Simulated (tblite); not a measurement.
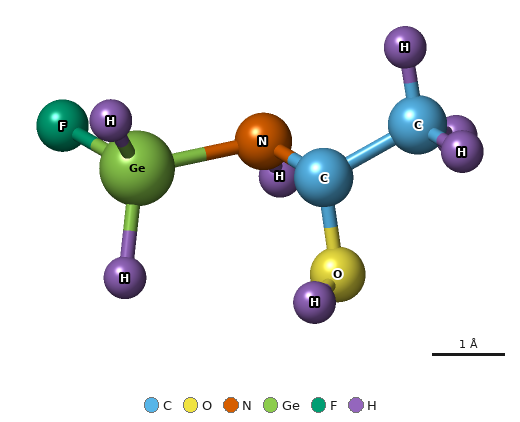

The starting structure (ball-and-stick view, seen at a tilt). Sticks mark near contacts.

## Geometry relaxation of C2H7FGeNO

The run: geometry relaxation of C2H7FGeNO, multiplicity 2, SMILES C[C](O)[NH][GeH2][F]. Method and program: GFN2-xTB geometry optimisation, gas phase (tblite 0.8.0).

It belongs to a series of runs on one base structure; here: H added to O.

Log:
```
step      E/eV     max force
  0    -583.83325    2.869
  1    -584.02907    1.570
  2    -584.11784    0.569
  3    -584.14844    0.455
  4    -584.17100    0.503
  5    -584.20289    0.538
  6    -584.23286    0.491
  7    -584.26134    0.439
  8    -584.28714    0.523
  9    -584.30894    0.416
 10    -584.32922    0.347
 11    -584.35122    0.425
 12    -584.37548    0.477
 13    -584.40331    0.484
 14    -584.43342    0.453
 15    -584.46229    0.459
 16    -584.48813    0.575
 17    -584.35763    2.518
 18    -584.51971    0.454
 19    -584.53688    0.389
 20    -584.52985    1.971
 21    -584.58232    0.306
 22    -584.59961    0.413
 23    -584.49896    2.181
 24    -584.62729    0.387
 25    -584.64242    0.389
 26    -584.65034    0.921
 27    -584.67642    0.243
 28    -584.68399    0.213
 29    -584.69976    0.233
 30    -584.70624    0.289
 31    -584.72025    0.274
 32    -584.72884    0.264
 33    -584.73541    0.298
 34    -584.74132    0.269
 35    -584.74883    0.233
 36    -584.75702    0.336
 37    -584.76517    0.195
 38    -584.77100    0.231
 39    -584.77469    0.153
 40    -584.77729    0.147
 41    -584.78286    0.133
 42    -584.78847    0.166
 43    -584.79540    0.184
 44    -584.80097    0.244
 45    -584.80720    0.192
 46    -584.81167    0.144
 47    -584.81649    0.151
 48    -584.81816    0.131
 49    -584.82053    0.090
 50    -584.82140    0.072
 51    -584.82216    0.098
 52    -584.82305    0.101
 53    -584.82447    0.125
 54    -584.82599    0.137
 55    -584.82708    0.088
 56    -584.82769    0.063
 57    -584.82828    0.072
 58    -584.82915    0.102
 59    -584.83047    0.139
 60    -584.83204    0.123
 61    -584.83338    0.095
 62    -584.83458    0.089
 63    -584.83606    0.103
 64    -584.83791    0.138
 65    -584.83994    0.118
 66    -584.84162    0.116
 67    -584.84287    0.114
 68    -584.84399    0.106
 69    -584.84520    0.129
 70    -584.84633    0.088
 71    -584.84712    0.085
 72    -584.84747    0.099
 73    -584.84777    0.083
 74    -584.84819    0.056
 75    -584.84854    0.033
 76    -584.84875    0.032
 77    -584.84888    0.036
 78    -584.84908    0.034
 79    -584.84944    0.044
 80    -584.85003    0.069
 81    -584.85082    0.082
 82    -584.85160    0.065
 83    -584.85219    0.075
 84    -584.85252    0.057
 85    -584.85281    0.061
 86    -584.85317    0.052
 87    -584.85361    0.062
 88    -584.85380    0.057
 89    -584.85389    0.027
 90    -584.85399    0.018
 91    -584.85406    0.026
 92    -584.85419    0.029
 93    -584.85426    0.026
 94    -584.85432    0.023
 95    -584.85441    0.028
 96    -584.85456    0.034
 97    -584.85476    0.040
 98    -584.85495    0.030
 99    -584.85505    0.021
100    -584.85511    0.019
101    -584.85518    0.023
102    -584.85533    0.036
103    -584.85554    0.041
104    -584.85578    0.034
105    -584.85595    0.040
106    -584.85607    0.031
107    -584.85617    0.034
108    -584.85626    0.028
109    -584.85638    0.021
110    -584.85640    0.017
111    -584.85642    0.011
112    -584.85644    0.011
113    -584.85649    0.017
114    -584.85656    0.024
115    -584.85664    0.023
116    -584.85668    0.014
117    -584.85670    0.012
118    -584.85671    0.011
119    -584.85673    0.011
120    -584.85676    0.015
121    -584.85680    0.016
122    -584.85683    0.015
123    -584.85686    0.011
124    -584.85688    0.009
```

Trajectory as extended XYZ (Å, eV, eV/Å), 8 of the 125 frames kept, from step=0 to step=124:
```
13
Properties=species:S:1:pos:R:3:forces:R:3 step=0 energy=-583.83325
C    -1.9281   -0.6024    0.0864   -0.8050   0.6610   0.8210
C    -0.6337    0.1776   -0.0174    0.3840  -2.7540  -0.7070
O    -0.4716    0.7028   -1.2901    0.1330   2.0840   0.4600
N     0.4950   -0.6916    0.3123    0.1930   0.6140  -0.1550
Ge    1.9209    0.3814    0.8586   -0.6570   0.5560  -0.1410
F     3.2908   -0.6268    1.2695   -0.2230   0.1370  -0.1160
H    -2.7866    0.0815   -0.1387    0.6440  -0.6440   0.1220
H    -2.0553   -0.9960    1.1193    0.1150   0.1920  -0.7850
H    -1.9372   -1.4444   -0.6367    0.0710   0.4980   0.4020
H    -0.4981    1.6870   -1.1561   -0.0320  -1.0350  -0.6160
H     0.7900   -1.2212   -0.5386   -0.3410   0.4410   0.6600
H     2.3121    1.3271   -0.3095    0.2600  -0.2770   0.3890
H     1.4974    1.2254    2.0941    0.2580  -0.4730  -0.3330
13
Properties=species:S:1:pos:R:3:forces:R:3 step=18 energy=-584.51971
C    -1.9328   -0.6007    0.0083    0.1450  -0.0570  -0.1170
C    -0.5642   -0.1062   -0.3462   -0.2620  -0.0970  -0.0200
O    -0.3255    0.9732   -1.1822    0.0960   0.0480   0.1630
N     0.5856   -0.6116    0.2619   -0.1240   0.0510  -0.1870
Ge    1.9465    0.5052    0.7692   -0.4210   0.0230  -0.1690
F     3.1649   -0.6644    1.1432    0.1270  -0.0690   0.0590
H    -2.7242    0.1390   -0.1596    0.3390   0.0520   0.0270
H    -1.9343   -0.8905    1.0636   -0.0450   0.0110  -0.1540
H    -2.2277   -1.4887   -0.5811    0.1850   0.1640   0.1430
H    -0.9913    1.6656   -1.1051   -0.1860  -0.0720   0.0510
H     0.8693   -1.5187   -0.1060    0.0620   0.0230   0.1640
H     2.6376    1.4625   -0.1709   -0.0230  -0.1230  -0.0090
H     1.4917    1.1358    2.0583    0.1070   0.0440   0.0490
13
Properties=species:S:1:pos:R:3:forces:R:3 step=35 energy=-584.74883
C    -1.8553   -0.6026   -0.0580   -0.1030   0.0070  -0.0030
C    -0.4954   -0.1739   -0.5398   -0.0750  -0.0400  -0.1300
O    -0.3271    1.1830   -0.8261   -0.0010  -0.1230   0.1460
N     0.6461   -0.6251    0.1004   -0.0940  -0.0170  -0.0780
Ge    1.8855    0.5250    0.7397    0.1280  -0.1110   0.0820
F     3.1008   -0.6680    1.1724   -0.0470   0.0970   0.0110
H    -2.5785    0.1930   -0.2268   -0.0260   0.0920   0.0690
H    -1.8311   -0.8354    1.0106   -0.0280  -0.0200  -0.0270
H    -2.2427   -1.4729   -0.5890    0.1990  -0.1210   0.0090
H    -1.1887    1.5324   -1.0684    0.0470   0.2020  -0.0340
H     0.7680   -1.6228    0.1440   -0.0250  -0.0440   0.0750
H     2.5672    1.3844   -0.2636    0.0550   0.0670  -0.1140
H     1.5467    1.1834    2.0579   -0.0300   0.0120  -0.0050
13
Properties=species:S:1:pos:R:3:forces:R:3 step=53 energy=-584.82447
C    -1.8381   -0.6414   -0.0756    0.0260   0.0040  -0.0170
C    -0.5066   -0.1177   -0.5371   -0.0410  -0.0200   0.0050
O    -0.3227    1.2706   -0.5327    0.0320   0.0110   0.0420
N     0.6608   -0.6810   -0.0524    0.0070   0.1200   0.0170
Ge    1.8660    0.5000    0.6672    0.1040  -0.0600  -0.0360
F     3.0979   -0.6230    1.2152   -0.0700   0.0250  -0.0170
H    -2.6146    0.0935   -0.2834   -0.0020  -0.0750  -0.0020
H    -1.8293   -0.8474    1.0034   -0.0390   0.0320  -0.0570
H    -2.0854   -1.5684   -0.5938    0.0010   0.0290   0.0330
H    -1.0342    1.7028   -1.0113   -0.0560   0.0310  -0.0130
H     0.5620   -1.6183    0.3035    0.0330  -0.0970   0.0200
H     2.5530    1.3073   -0.3838    0.0150  -0.0240  -0.0200
H     1.4868    1.2235    1.9340   -0.0110   0.0220   0.0440
13
Properties=species:S:1:pos:R:3:forces:R:3 step=71 energy=-584.84712
C    -1.8515   -0.6737   -0.1117   -0.0230   0.0020   0.0040
C    -0.5362   -0.0518   -0.4742   -0.0130  -0.0130  -0.0020
O    -0.4125    1.3364   -0.3131    0.0840   0.0150  -0.0020
N     0.6376   -0.6263   -0.0154   -0.0070   0.0200  -0.0210
Ge    1.9130    0.5021    0.6306    0.0000  -0.0280   0.0150
F     3.0362   -0.6908    1.2459    0.0180   0.0040  -0.0050
H    -2.6718   -0.0723   -0.4959   -0.0140   0.0080  -0.0330
H    -1.9701   -0.7571    0.9759   -0.0130  -0.0020   0.0160
H    -1.9215   -1.6708   -0.5401   -0.0020  -0.0210   0.0050
H    -1.0424    1.7940   -0.8770   -0.0380   0.0010   0.0080
H     0.5726   -1.5926    0.2647    0.0090  -0.0150   0.0130
H     2.6508    1.1751   -0.4817   -0.0010   0.0190  -0.0060
H     1.5914    1.3283    1.8454    0.0010   0.0110   0.0080
13
Properties=species:S:1:pos:R:3:forces:R:3 step=89 energy=-584.85389
C    -1.8522   -0.6609   -0.1351   -0.0020   0.0070   0.0030
C    -0.5235   -0.0604   -0.4846   -0.0090   0.0000  -0.0030
O    -0.3845    1.3294   -0.3594    0.0210  -0.0060   0.0160
N     0.6453   -0.6325   -0.0091   -0.0140  -0.0020   0.0050
Ge    1.9269    0.4947    0.6332   -0.0040  -0.0080   0.0070
F     3.0668   -0.6925    1.2289   -0.0010  -0.0020  -0.0170
H    -2.6561   -0.1051   -0.6158    0.0130  -0.0140  -0.0110
H    -2.0342   -0.6545    0.9482    0.0080   0.0060   0.0050
H    -1.8928   -1.6920   -0.4800    0.0040   0.0100   0.0100
H    -1.1459    1.7722   -0.7443   -0.0070   0.0090  -0.0140
H     0.5724   -1.5924    0.2917    0.0050  -0.0120  -0.0050
H     2.6424    1.1818   -0.4848   -0.0040   0.0070   0.0060
H     1.6308    1.3127    1.8643   -0.0090   0.0060  -0.0010
13
Properties=species:S:1:pos:R:3:forces:R:3 step=106 energy=-584.85607
C    -1.8550   -0.6496   -0.1304   -0.0020  -0.0030  -0.0160
C    -0.5187   -0.0714   -0.4872   -0.0020   0.0120  -0.0030
O    -0.3631    1.3181   -0.3669    0.0200  -0.0040   0.0160
N     0.6458   -0.6463   -0.0053   -0.0020   0.0040  -0.0020
Ge    1.9168    0.4912    0.6379    0.0040  -0.0110   0.0180
F     3.0884   -0.6886    1.1843    0.0010   0.0050  -0.0010
H    -2.6440   -0.1426   -0.6853    0.0050  -0.0060   0.0270
H    -2.0705   -0.5554    0.9432    0.0000   0.0060  -0.0230
H    -1.8785   -1.7046   -0.3926    0.0020  -0.0040   0.0150
H    -1.1306    1.7714   -0.7257   -0.0240  -0.0040  -0.0190
H     0.5898   -1.6180    0.2581   -0.0080   0.0140  -0.0060
H     2.6051    1.2229   -0.4685    0.0010  -0.0010   0.0070
H     1.6102    1.2733    1.8916    0.0050  -0.0090  -0.0120
13
Properties=species:S:1:pos:R:3:forces:R:3 step=124 energy=-584.85688
C    -1.8528   -0.6487   -0.1231   -0.0060   0.0030  -0.0020
C    -0.5219   -0.0658   -0.4943    0.0000   0.0000   0.0030
O    -0.3716    1.3235   -0.3718   -0.0030   0.0010  -0.0050
N     0.6459   -0.6403   -0.0203    0.0010  -0.0020  -0.0010
Ge    1.9153    0.4867    0.6447    0.0020   0.0010   0.0060
F     3.0920   -0.6964    1.1711   -0.0080  -0.0030   0.0010
H    -2.6493   -0.1626   -0.6851    0.0040  -0.0050   0.0050
H    -2.0659   -0.5275    0.9479    0.0010   0.0000  -0.0050
H    -1.8668   -1.7105   -0.3562    0.0020   0.0040   0.0020
H    -1.1275    1.7720   -0.7621    0.0040  -0.0060   0.0050
H     0.5876   -1.6130    0.2385    0.0010   0.0040  -0.0010
H     2.6058    1.2370   -0.4470   -0.0010   0.0060   0.0000
H     1.6049    1.2462    1.9110    0.0030  -0.0020  -0.0080
```

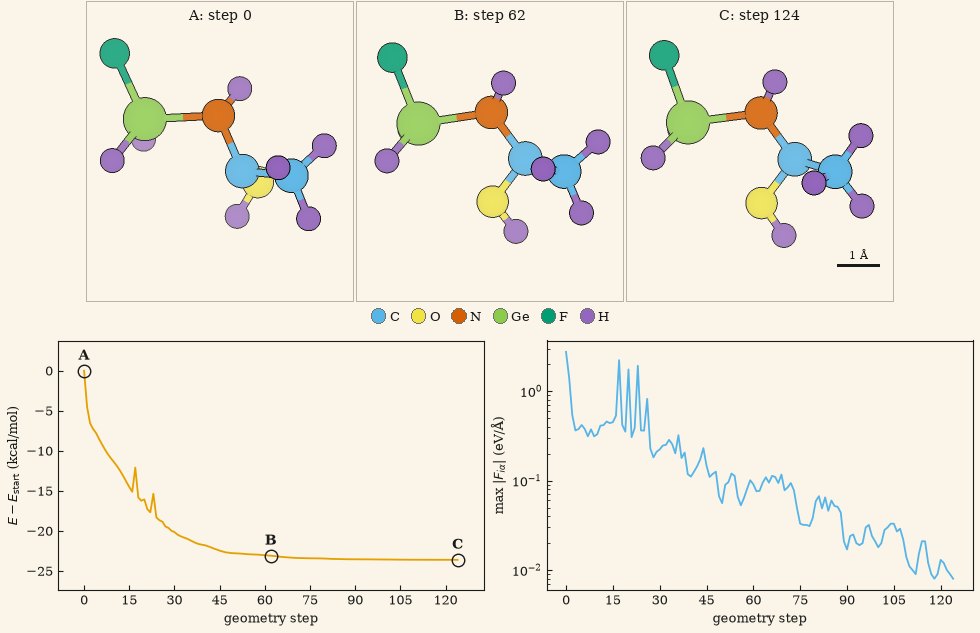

Frames of the relaxation (ball-and-stick view, seen at a tilt) above the curves, on which the letters mark them (steps are counted from 0).

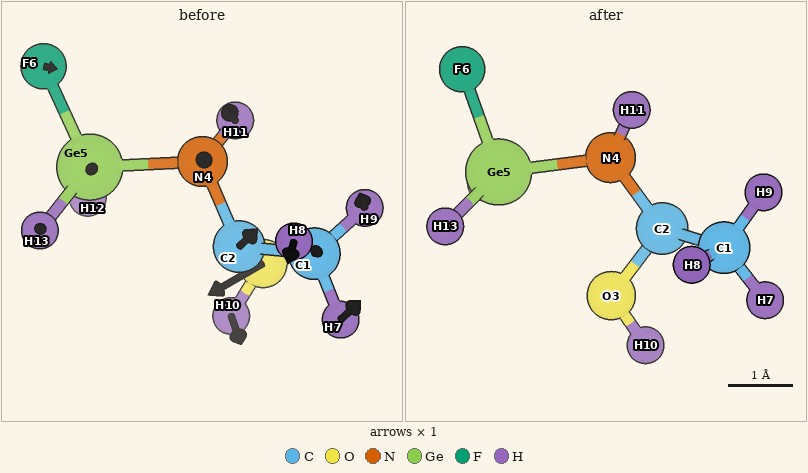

Before (left) and after (right) the relaxation, at one scale (ball-and-stick view, seen at a tilt). The black arrows give the displacements, at true length. O3 moves most after the best rigid fit: 1.13 Å. Largest moves by element: O 1.13 Å, H 0.88 Å, C 0.54 Å, N 0.38 Å, F 0.24 Å, Ge 0.23 Å. Among the contacts that change: C2–N4 1.462 → 1.385 Å, Ge5–H12 1.553 → 1.494 Å, Ge5–H13 1.555 → 1.509 Å, N4–Ge5 1.866 → 1.823 Å. Among the angles that change: Ge5–N4–H11 108.3° → 122.9°, N4–Ge5–F6 109.6° → 99.2°, C1–C2–N4 109.8° → 120.2°. After 124 geometry steps the energy has fallen by 23.6 kcal/mol. Largest force component: 2.8 eV/Å at the start, 0.008 eV/Å at the end. (Atoms are counted from 1 in the order of the input.)

This output came from the following input.

Input file:
```
{"job": {"kind": "relax", "xc": "GFN2-xTB", "basis": "xTB"}, "charge": 0, "multiplicity": 2}
C     -1.928100    -0.602400     0.086400
C     -0.633700     0.177600    -0.017400
O     -0.471600     0.702800    -1.290100
N      0.495000    -0.691600     0.312300
Ge     1.920900     0.381400     0.858600
F      3.290800    -0.626800     1.269500
H     -2.786600     0.081500    -0.138700
H     -2.055300    -0.996000     1.119300
H     -1.937200    -1.444400    -0.636700
H     -0.498100     1.687000    -1.156100
H      0.790000    -1.221200    -0.538600
H      2.312100     1.327100    -0.309500
H      1.497400     1.225400     2.094100
```

The first line tells a small driver script what to run in tblite; the rest is the geometry in Å.

Command:
```bash
OMP_NUM_THREADS=1 python <driver script> task.json out
```

Results in brief:

- outcome: converged
- total energy: −584.8569 eV
- hardware: 1 CPU thread, shared host
- wall time: 0.65 s
- peak memory: 0.18 GiB
